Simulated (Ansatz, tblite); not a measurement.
# SiH2MeEt (C₃H₁₀Si): charged states by level of theory

Aim: the energy of removing and adding an electron for SiH2MeEt (C₃H₁₀Si), by energy differences, and how well orbital energies stand in for it.

Method: as each input shows; program: Ansatz 0.2.0, Gaussian basis.

Levels to be run: charge +1 doublet, at the geometry of the singlet (PBE0-D4/def2-TZVP, PBE-D4/def2-TZVP, r2SCAN-D4/def2-TZVP, CCSD(T)/def2-TZVP); charge -1 doublet, at the geometry of the singlet (PBE0-D4/def2-TZVPD, PBE-D4/def2-TZVPD, r2SCAN-D4/def2-TZVPD); the starting singlet's energies come from earlier runs.

### Step 1. The relaxed structure

The singlet was relaxed beforehand with PBE-D4/def2-SVP.

14 atoms, charge 0, spin multiplicity 1.

Atoms are counted from 1 here; the program's logs count them from 0.

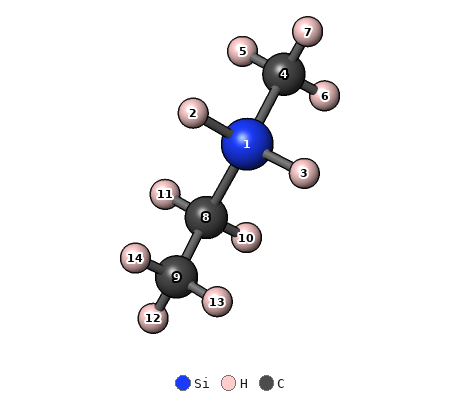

The geometry (silicon blue, hydrogen pink, carbon dark grey); atoms are numbered from 1 in the order of the file.

### Step 2. Charge +1 doublet at the fixed geometry, first pass, PBE0-D4/def2-SVP

Input file in.yaml:

```yaml
crystal:
  periodic: [false, false, false]
  atoms:
    - {symbol: Si, position_ang: [0.457115, 0.721239, 0.339432]}
    - {symbol: H, position_ang: [0.515376, 0.700435, 1.848549]}
    - {symbol: H, position_ang: [1.881492, 0.756606, -0.161760]}
    - {symbol: C, position_ang: [-0.465264, 2.266411, -0.245121]}
    - {symbol: H, position_ang: [-1.509593, 2.269879, 0.128720]}
    - {symbol: H, position_ang: [-0.498308, 2.311936, -1.352946]}
    - {symbol: H, position_ang: [0.030029, 3.189175, 0.119011]}
    - {symbol: C, position_ang: [-0.384356, -0.866598, -0.277025]}
    - {symbol: C, position_ang: [0.323065, -2.163253, 0.138940]}
    - {symbol: H, position_ang: [-0.458724, -0.800590, -1.385405]}
    - {symbol: H, position_ang: [-1.433649, -0.857644, 0.093550]}
    - {symbol: H, position_ang: [-0.204268, -3.063529, -0.239974]}
    - {symbol: H, position_ang: [1.362232, -2.204250, -0.248956]}
    - {symbol: H, position_ang: [0.384823, -2.259809, 1.242996]}
basis:
  gaussian: {orbitals: def2-SVP}
total_charge: 1
magnetization: {spin_polarized: true, initial_magnetization: 1}
hamiltonian: {xc: pbe0, dispersion: d4}
output: {orbitals: {seedname: orbitals}}
```

Started as:

```
$ ansatz run in.yaml --threads 4 --pin off --events-out ev --progress --plain --max-ram 3916MiB
```

The log of the run:

```text
Functional definition: PBE0
  name "PBE0"
  cite "Adamo & Barone, J. Chem. Phys. 110, 6158 (1999) doi:10.1063/1.478522"
  cite "Perdew, Burke & Ernzerhof, Phys. Rev. Lett. 77, 3865 (1996) doi:10.1103/PhysRevLett.77.3865"
  parent pbe
  parameter a = 0.25
  parameter kappa = 0.804
  parameter beta = 0.06672455060314922
  exchange = (1 - a)*pbe_x(kappa = kappa, mu = beta*pi^2/3) + a*exact_x
  correlation = pbe_c(beta = beta)
1250 factors; their error is unknown
mean field evaluation 1: about -11113.1000 eV, gradient 5.5e1 eV
mean field evaluation 2: about -11092.7213 eV, gradient 7.7e1 eV
mean field evaluation 4: about -11128.2703 eV, gradient 1.3e1 eV
mean field evaluation 8: about -11129.7147 eV, gradient 3.3e-1 eV
mean field evaluation 16: about -11129.7546 eV, gradient 5.1e-3 eV
mean field evaluation 32: about -11129.7307 eV, gradient 1.2e0 eV
mean field -11129.75460834 eV, -409.0109378380 hartree, gradient 2.7e-5 eV, S^2 0.753960; 4 other end points of the search recorded, 0 dependent functions left out
reference -11129.75463685 eV, -409.0109388856 hartree; 21, 20 occupied and 89, 90 virtual orbitals, 1250 factors
Total energy: -11129.93129821 eV, -409.0174310708 hartree
```

Wall time 2.8 s (4 threads of AMD EPYC 7B13, shared host).

HOMO -14.21 eV, LUMO -12.26 eV (over both spins); ⟨S²⟩ 0.754 (pure: 0.75).

### Step 3. Charge +1 doublet at the fixed geometry, PBE0-D4/def2-TZVP

start.molden holds the orbitals of an earlier run on this state, given as this run's starting guess.

Edit in.yaml of step 2 so:

```diff
@@ -18,3 +18,3 @@
 basis:
-  gaussian: {orbitals: def2-SVP}
+  gaussian: {orbitals: def2-TZVP, initial_orbitals: start.molden}
 total_charge: 1
@@ -22,2 +22,3 @@
 hamiltonian: {xc: pbe0, dispersion: d4}
+scf: {omitted_lower_state_checks: [starts]}
 output: {orbitals: {seedname: orbitals}}
```

Same command.

The log of the run:

```text
Functional definition: PBE0
  name "PBE0"
  cite "Adamo & Barone, J. Chem. Phys. 110, 6158 (1999) doi:10.1063/1.478522"
  cite "Perdew, Burke & Ernzerhof, Phys. Rev. Lett. 77, 3865 (1996) doi:10.1103/PhysRevLett.77.3865"
  parent pbe
  parameter a = 0.25
  parameter kappa = 0.804
  parameter beta = 0.06672455060314922
  exchange = (1 - a)*pbe_x(kappa = kappa, mu = beta*pi^2/3) + a*exact_x
  correlation = pbe_c(beta = beta)
these checks for a lower state are left out or cut short: starts
1248 factors; their error is unknown
mean field evaluation 1: about -11133.9007 eV, gradient 7.0e1 eV
mean field evaluation 2: about -11135.9987 eV, gradient 2.1e0 eV
mean field evaluation 4: about -11136.0369 eV, gradient 3.0e-1 eV
mean field evaluation 8: about -11136.0372 eV, gradient 6.3e-5 eV
mean field -11136.03718789 eV, -409.2418183780 hartree, gradient 1.8e-5 eV, S^2 0.754557; 0 other end points of the search recorded, 0 dependent functions left out
reference -11136.03722262 eV, -409.2418196540 hartree; 21, 20 occupied and 169, 170 virtual orbitals, 1248 factors
Total energy: -11136.21388398 eV, -409.2483118393 hartree
Checks for a lower state left out: starts
```

It took 4.2 s on 4 threads of AMD EPYC 7B13, shared host.

HOMO -14.15 eV, LUMO -12.15 eV (over both spins); ⟨S²⟩ 0.755 (pure: 0.75).

### Step 4. Charge +1 doublet at the fixed geometry, PBE-D4/def2-TZVP

Edit in.yaml of step 3 so:

```diff
@@ -21,3 +21,3 @@
 magnetization: {spin_polarized: true, initial_magnetization: 1}
-hamiltonian: {xc: pbe0, dispersion: d4}
+hamiltonian: {xc: pbe, dispersion: d4}
 scf: {omitted_lower_state_checks: [starts]}
```

The command is unchanged.

The log of the run:

```text
Functional definition: PBE
  name "PBE"
  cite "Perdew, Burke & Ernzerhof, Phys. Rev. Lett. 77, 3865 (1996) doi:10.1103/PhysRevLett.77.3865"
  parent pbe
  parameter kappa = 0.804
  parameter beta = 0.06672455060314922
  exchange = pbe_x(kappa = kappa, mu = beta*pi^2/3)
  correlation = pbe_c(beta = beta)
these checks for a lower state are left out or cut short: starts
1232 factors; their error is unknown
mean field evaluation 1: about -11134.6715 eV, gradient 6.5e0 eV
mean field evaluation 2: about -11134.7836 eV, gradient 1.7e-1 eV
mean field evaluation 4: about -11134.7496 eV, gradient 2.9e-2 eV
mean field evaluation 8: about -11134.7496 eV, gradient 8.4e-5 eV
mean field evaluation 16: about -11134.7496 eV, gradient 7.6e-6 eV
mean field -11134.74964062 eV, -409.1945018884 hartree, gradient 7.6e-6 eV, S^2 0.752095; 0 other end points of the search recorded, 0 dependent functions left out
reference -11134.74968645 eV, -409.1945035725 hartree; 21, 20 occupied and 169, 170 virtual orbitals, 1232 factors
Total energy: -11134.95949365 eV, -409.2022138449 hartree
Checks for a lower state left out: starts
```

Run time: 5.5 s. Hardware: 4 threads of AMD EPYC 7B13, shared host.

HOMO -12.92 eV, LUMO -12.85 eV (over both spins); ⟨S²⟩ 0.752 (pure: 0.75).

### Step 5. Charge +1 doublet at the fixed geometry, r2SCAN-D4/def2-TZVP

Edit in.yaml of step 4 so:

```diff
@@ -21,3 +21,3 @@
 magnetization: {spin_polarized: true, initial_magnetization: 1}
-hamiltonian: {xc: pbe, dispersion: d4}
+hamiltonian: {xc: r2scan, dispersion: d4}
 scf: {omitted_lower_state_checks: [starts]}
```

The command is unchanged.

The log of the run:

```text
Functional definition: r2SCAN
  name "r2SCAN"
  cite "Furness, Kaplan, Ning, Perdew & Sun, J. Phys. Chem. Lett. 11, 8208 (2020) doi:10.1021/acs.jpclett.0c02405"
  cite "Furness, Kaplan, Ning, Perdew & Sun, J. Phys. Chem. Lett. 11, 9248 (2020) doi:10.1021/acs.jpclett.0c03077"
  parent r2scan
  parameter k0 = 0.174
  parameter k1 = 0.065
  parameter a1 = 4.9479
  exchange = r2scan_x(k0 = k0, k1 = k1, a1 = a1)
  correlation = r2scan_c
these checks for a lower state are left out or cut short: starts
1232 factors; their error is unknown
mean field evaluation 1: about -11140.7814 eV, gradient 4.0e0 eV
mean field evaluation 2: about -11140.8220 eV, gradient 6.9e-2 eV
mean field evaluation 4: about -11140.7894 eV, gradient 8.1e-3 eV
mean field evaluation 8: about -11140.7894 eV, gradient 2.4e-5 eV
mean field -11140.78935075 eV, -409.4164571418 hartree, gradient 8.3e-6 eV, S^2 0.755205; 0 other end points of the search recorded, 0 dependent functions left out
reference -11140.78936687 eV, -409.4164577341 hartree; 21, 20 occupied and 169, 170 virtual orbitals, 1232 factors
Total energy: -11140.84232664 eV, -409.4184039698 hartree
Checks for a lower state left out: starts
```

Wall time 5.5 s (4 threads of AMD EPYC 7B13, shared host).

Report: HOMO -13.24 eV, LUMO -12.78 eV (over both spins); ⟨S²⟩ 0.755 (pure: 0.75).

### Step 6. Charge +1 doublet at the fixed geometry, CCSD(T)/def2-TZVP

Edit in.yaml of step 5 so:

```diff
@@ -21,4 +21,4 @@
 magnetization: {spin_polarized: true, initial_magnetization: 1}
-hamiltonian: {xc: r2scan, dispersion: d4}
-scf: {omitted_lower_state_checks: [starts]}
+correlation: {method: ccsd_t}
+scf: {omitted_lower_state_checks: [starts, cluster_reference]}
 output: {orbitals: {seedname: orbitals}}
```

Same command.

The log of the run:

```text
Functional definition: HF
  name "HF"
  cite "Fock, Z. Phys. 61, 126 (1930) doi:10.1007/BF01340294"
  parent pbe
  exchange = exact_x
  correlation = 0
these checks for a lower state are left out or cut short: starts, cluster_reference
1308 factors; integrals over basis functions are off by at most 1.4e-3 eV
mean field evaluation 1: about -11103.1268 eV, gradient 1.8e1 eV
mean field evaluation 2: about -11104.0136 eV, gradient 1.1e0 eV
mean field evaluation 4: about -11104.0592 eV, gradient 2.3e-1 eV
mean field evaluation 8: about -11104.0595 eV, gradient 6.7e-6 eV
mean field -11104.05952302 eV, -408.0666608689 hartree, gradient 6.7e-6 eV, S^2 0.761113; 0 other end points of the search recorded, 0 dependent functions left out
8 core orbitals not correlated: weight in the atoms' cores, before any rotation towards them, 1.000 or more for the frozen orbitals, at most 0.000 for the correlated occupied ones
reference -11104.05952302 eV, -408.0666608689 hartree; 13, 12 occupied and 169, 170 virtual orbitals, 1308 factors
second order -16.48918919 eV of doubles, -0.00000000 eV of singles
cycle   1  -17.70812654 eV  change    -1.2e0 eV  update   1.0e-1
cycle   2  -18.24430281 eV  change   -5.4e-1 eV  update   3.2e-2
cycle   3  -18.34063669 eV  change   -9.6e-2 eV  update   2.2e-2
cycle   4  -18.34207423 eV  change   -1.4e-3 eV  update   1.1e-2
cycle   5  -18.34184435 eV  change    2.3e-4 eV  update   7.6e-3
cycle   6  -18.34437662 eV  change   -2.5e-3 eV  update   4.3e-3
cycle   7  -18.34505798 eV  change   -6.8e-4 eV  update   2.6e-3
cycle   8  -18.34634055 eV  change   -1.3e-3 eV  update   2.1e-3
cycle   9  -18.34647928 eV  change   -1.4e-4 eV  update   1.4e-3
cycle  10  -18.34624732 eV  change    2.3e-4 eV  update   1.0e-3
cycle  11  -18.34686780 eV  change   -6.2e-4 eV  update   5.9e-4
cycle  12  -18.34701169 eV  change   -1.4e-4 eV  update   4.6e-4
cycle  13  -18.34713965 eV  change   -1.3e-4 eV  update   2.4e-4
cycle  14  -18.34711247 eV  change    2.7e-5 eV  update   1.6e-4
cycle  15  -18.34692160 eV  change    1.9e-4 eV  update   8.7e-5
cycle  16  -18.34696373 eV  change   -4.2e-5 eV  update   3.9e-5
cycle  17  -18.34697895 eV  change   -1.5e-5 eV  update   2.0e-5
perturbative correction -0.68374618 eV, -0.0251272088 hartree
Total energy: -11123.09024815 eV, -408.7660271181 hartree
Checks for a lower state left out: starts, cluster_reference
```

Run time: 6.3 min. Hardware: 4 threads of AMD EPYC 7B13, shared host; peak memory 2.8 GiB.

From the report: Hartree-Fock HOMO -17.14 eV, LUMO -8.04 eV (over both spins); ⟨S²⟩ 0.761 (pure: 0.75); T1 0.022.

### Step 7. Vertical ionisation energy

Charged state less starting state, singlet to doublet; the starting state's energies are those of its earlier runs.

Differences are taken before rounding.

| method | vertical ionisation energy (eV) | from CCSD(T)/def2-TZVP (eV) | time |
| --- | --- | --- | --- |
| HF/def2-TZVP | 9.67 | -0.80 |  |
| PBE-D4/def2-TZVP | 9.95 | -0.51 | 6.7 s |
| r2SCAN-D4/def2-TZVP | 10.04 | -0.42 | 8.2 s |
| PBE0-D4/def2-TZVP | 10.22 | -0.24 | 6 s |
| MP2/def2-TZVP | 10.59 | +0.12 |  |
| CCSD/def2-TZVP | 10.46 | -0.01 |  |
| CCSD(T)/def2-TZVP | 10.47 | 0 | 6.7 min |

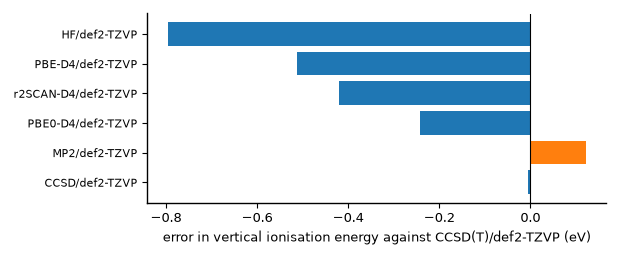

Error of each method against CCSD(T)/def2-TZVP.

Times add the two runs; a level without a time comes out of a correlated run.

Beside −ε(HOMO) of the starting state:

```
              level  −ε(HOMO) (eV)  by difference (eV)  mismatch (eV)
   PBE-D4/def2-TZVP           6.93                9.95          -3.02
r2SCAN-D4/def2-TZVP           7.19               10.04          -2.85
  PBE0-D4/def2-TZVP           8.20               10.22          -2.02
```

### Step 8. Charge -1 doublet at the fixed geometry, first pass, PBE0-D4/def2-SVP

Edit in.yaml of step 6 so:

```diff
@@ -18,7 +18,6 @@
 basis:
-  gaussian: {orbitals: def2-TZVP, initial_orbitals: start.molden}
-total_charge: 1
+  gaussian: {orbitals: def2-SVP}
+total_charge: -1
 magnetization: {spin_polarized: true, initial_magnetization: 1}
-correlation: {method: ccsd_t}
-scf: {omitted_lower_state_checks: [starts, cluster_reference]}
+hamiltonian: {xc: pbe0, dispersion: d4}
 output: {orbitals: {seedname: orbitals}}
```

The command is unchanged.

The log of the run:

```text
Functional definition: PBE0
  name "PBE0"
  cite "Adamo & Barone, J. Chem. Phys. 110, 6158 (1999) doi:10.1063/1.478522"
  cite "Perdew, Burke & Ernzerhof, Phys. Rev. Lett. 77, 3865 (1996) doi:10.1103/PhysRevLett.77.3865"
  parent pbe
  parameter a = 0.25
  parameter kappa = 0.804
  parameter beta = 0.06672455060314922
  exchange = (1 - a)*pbe_x(kappa = kappa, mu = beta*pi^2/3) + a*exact_x
  correlation = pbe_c(beta = beta)
1250 factors; their error is unknown
mean field evaluation 1: about -11132.9739 eV, gradient 2.8e1 eV
mean field evaluation 2: about -11131.8282 eV, gradient 3.1e1 eV
mean field evaluation 4: about -11136.9927 eV, gradient 6.8e-1 eV
mean field evaluation 8: about -11137.0341 eV, gradient 1.8e-1 eV
mean field evaluation 16: about -11137.0347 eV, gradient 1.4e-3 eV
mean field evaluation 32: about -11136.9690 eV, gradient 3.2e-1 eV
mean field -11137.03472877 eV, -409.2784773289 hartree, gradient 9.9e-6 eV, S^2 0.751746; 5 other end points of the search recorded, 0 dependent functions left out
reference -11137.03476410 eV, -409.2784786274 hartree; 22, 21 occupied and 88, 89 virtual orbitals, 1250 factors
Total energy: -11137.28840305 eV, -409.2877996869 hartree
```

Run time: 6 s. Hardware: 4 threads of AMD EPYC 7B13, shared host.

HOMO 4.44 eV, LUMO 5.66 eV (over both spins); ⟨S²⟩ 0.752 (pure: 0.75); the next solution that the search met lies 0.108 eV higher. Doubts: highest occupied level lies above zero.

### Step 9. Charge -1 doublet at the fixed geometry, PBE0-D4/def2-TZVPD

Edit in.yaml of step 8 so:

```diff
@@ -18,3 +18,3 @@
 basis:
-  gaussian: {orbitals: def2-SVP}
+  gaussian: {orbitals: def2-TZVPD, initial_orbitals: start.molden}
 total_charge: -1
@@ -22,2 +22,3 @@
 hamiltonian: {xc: pbe0, dispersion: d4}
+scf: {omitted_lower_state_checks: [starts]}
 output: {orbitals: {seedname: orbitals}}
```

The command is unchanged.

The log of the run:

```text
Functional definition: PBE0
  name "PBE0"
  cite "Adamo & Barone, J. Chem. Phys. 110, 6158 (1999) doi:10.1063/1.478522"
  cite "Perdew, Burke & Ernzerhof, Phys. Rev. Lett. 77, 3865 (1996) doi:10.1103/PhysRevLett.77.3865"
  parent pbe
  parameter a = 0.25
  parameter kappa = 0.804
  parameter beta = 0.06672455060314922
  exchange = (1 - a)*pbe_x(kappa = kappa, mu = beta*pi^2/3) + a*exact_x
  correlation = pbe_c(beta = beta)
these checks for a lower state are left out or cut short: starts
1328 factors; their error is unknown
mean field evaluation 1: about -11141.0331 eV, gradient 7.3e1 eV
mean field evaluation 2: about -11144.0846 eV, gradient 4.0e0 eV
mean field evaluation 4: about -11144.9369 eV, gradient 1.0e-1 eV
mean field evaluation 8: about -11144.9128 eV, gradient 4.8e-3 eV
mean field evaluation 16: about -11144.9128 eV, gradient 1.4e-5 eV
mean field -11144.91278487 eV, -409.5679905506 hartree, gradient 8.9e-6 eV, S^2 0.750344; 0 other end points of the search recorded, 0 dependent functions left out
reference -11144.91282827 eV, -409.5679921457 hartree; 22, 21 occupied and 222, 223 virtual orbitals, 1328 factors
Total energy: -11145.16646722 eV, -409.5773132052 hartree
Checks for a lower state left out: starts
```

Run time: 14 s. Hardware: 4 threads of AMD EPYC 7B13, shared host; peak memory 1.1 GiB.

Report: HOMO 2.29 eV, LUMO 2.96 eV (over both spins); ⟨S²⟩ 0.750 (pure: 0.75). Doubts: highest occupied level lies above zero.

### Step 10. Charge -1 doublet at the fixed geometry, PBE-D4/def2-TZVPD

Edit in.yaml of step 9 so:

```diff
@@ -21,3 +21,3 @@
 magnetization: {spin_polarized: true, initial_magnetization: 1}
-hamiltonian: {xc: pbe0, dispersion: d4}
+hamiltonian: {xc: pbe, dispersion: d4}
 scf: {omitted_lower_state_checks: [starts]}
```

Same command.

The log of the run:

```text
Functional definition: PBE
  name "PBE"
  cite "Perdew, Burke & Ernzerhof, Phys. Rev. Lett. 77, 3865 (1996) doi:10.1103/PhysRevLett.77.3865"
  parent pbe
  parameter kappa = 0.804
  parameter beta = 0.06672455060314922
  exchange = pbe_x(kappa = kappa, mu = beta*pi^2/3)
  correlation = pbe_c(beta = beta)
these checks for a lower state are left out or cut short: starts
1307 factors; their error is unknown
mean field evaluation 1: about -11143.5013 eV, gradient 6.5e0 eV
mean field evaluation 2: about -11143.5947 eV, gradient 1.2e-1 eV
mean field evaluation 4: about -11143.5448 eV, gradient 2.5e-2 eV
mean field evaluation 8: about -11143.5448 eV, gradient 1.5e-5 eV
mean field evaluation 16: about -11143.5448 eV, gradient 3.1e-5 eV
mean field -11143.54480993 eV, -409.5177183990 hartree, gradient 6.3e-6 eV, S^2 0.750272; 0 other end points of the search recorded, 0 dependent functions left out
reference -11143.54486739 eV, -409.5177205105 hartree; 22, 21 occupied and 222, 223 virtual orbitals, 1307 factors
Total energy: -11143.84563671 eV, -409.5287735792 hartree
Checks for a lower state left out: starts
```

Wall time 9 s (4 threads of AMD EPYC 7B13, shared host); peak memory 0.74 GiB.

Report: HOMO 2.47 eV, LUMO 2.58 eV (over both spins); ⟨S²⟩ 0.750 (pure: 0.75). Doubts: highest occupied level lies above zero.

### Step 11. Charge -1 doublet at the fixed geometry, r2SCAN-D4/def2-TZVPD

Edit in.yaml of step 10 so:

```diff
@@ -21,3 +21,3 @@
 magnetization: {spin_polarized: true, initial_magnetization: 1}
-hamiltonian: {xc: pbe, dispersion: d4}
+hamiltonian: {xc: r2scan, dispersion: d4}
 scf: {omitted_lower_state_checks: [starts]}
```

The command is unchanged.

The log of the run:

```text
Functional definition: r2SCAN
  name "r2SCAN"
  cite "Furness, Kaplan, Ning, Perdew & Sun, J. Phys. Chem. Lett. 11, 8208 (2020) doi:10.1021/acs.jpclett.0c02405"
  cite "Furness, Kaplan, Ning, Perdew & Sun, J. Phys. Chem. Lett. 11, 9248 (2020) doi:10.1021/acs.jpclett.0c03077"
  parent r2scan
  parameter k0 = 0.174
  parameter k1 = 0.065
  parameter a1 = 4.9479
  exchange = r2scan_x(k0 = k0, k1 = k1, a1 = a1)
  correlation = r2scan_c
these checks for a lower state are left out or cut short: starts
1307 factors; their error is unknown
mean field evaluation 1: about -11149.5390 eV, gradient 4.0e0 eV
mean field evaluation 2: about -11149.5787 eV, gradient 7.5e-2 eV
mean field evaluation 4: about -11149.5305 eV, gradient 2.0e-2 eV
mean field evaluation 8: about -11149.5305 eV, gradient 9.7e-6 eV
mean field evaluation 16: about -11149.5305 eV, gradient 1.3e-5 eV
mean field -11149.53048407 eV, -409.7376878662 hartree, gradient 1.2e-5 eV, S^2 0.750842; 0 other end points of the search recorded, 0 dependent functions left out
reference -11149.53050793 eV, -409.7376887433 hartree; 22, 21 occupied and 222, 223 virtual orbitals, 1307 factors
Total energy: -11149.60879982 eV, -409.7405659170 hartree
Checks for a lower state left out: starts
```

Wall time 16 s (4 threads of AMD EPYC 7B13, shared host); peak memory 0.81 GiB.

HOMO 2.49 eV, LUMO 2.66 eV (over both spins); ⟨S²⟩ 0.751 (pure: 0.75). Doubts: highest occupied level lies above zero.

### Step 12. Vertical electron affinity

Starting state less charged state (positive: the electron is bound), singlet to doublet; the starting state's energies are those of its earlier runs.

| level | vertical electron affinity (eV) | time |
| --- | --- | --- |
| PBE-D4/def2-TZVPD | -1.09 | 11 s |
| r2SCAN-D4/def2-TZVPD | -1.29 | 19 s |
| PBE0-D4/def2-TZVPD | -1.28 | 17 s |

Times add the two runs; a level without a time comes out of a correlated run.

Beside −ε(LUMO) of the starting state:

| level | −ε(LUMO) (eV) | by difference (eV) | mismatch (eV) |
| --- | --- | --- | --- |
| PBE-D4/def2-TZVPD | 0.32 | -1.09 | +1.41 |
| r2SCAN-D4/def2-TZVPD | -0.36 | -1.29 | +0.93 |
| PBE0-D4/def2-TZVPD | -0.32 | -1.28 | +0.97 |

### Step 13. Outcome

```
                                             quantity                                   value
 vertical ionisation energy, functionals in def2-TZVP     9.95 (PBE-D4) to 10.22 eV (PBE0-D4)
        vertical ionisation energy, CCSD(T)/def2-TZVP                                10.47 eV
vertical electron affinity, functionals in def2-TZVPD  -1.29 (r2SCAN-D4) to -1.09 eV (PBE-D4)
```

**Reading.** The vertical ionisation energy spans 9.95 to 10.22 eV over the functionals, beside 10.47 eV from CCSD(T)/def2-TZVP. −ε(HOMO) misses the level's own difference by -2.02 eV at best (PBE0-D4) and -3.02 eV at worst (PBE-D4). CCSD(T)/def2-TZVP isn't at the basis-set limit; small misses against it rank nothing. The vertical electron affinity spans -1.29 to -1.09 eV over the functionals. A negative affinity means an unbound electron, held by the basis alone. −ε(LUMO) misses the level's own difference by +0.93 eV at best (r2SCAN-D4) and +1.41 eV at worst (PBE-D4).
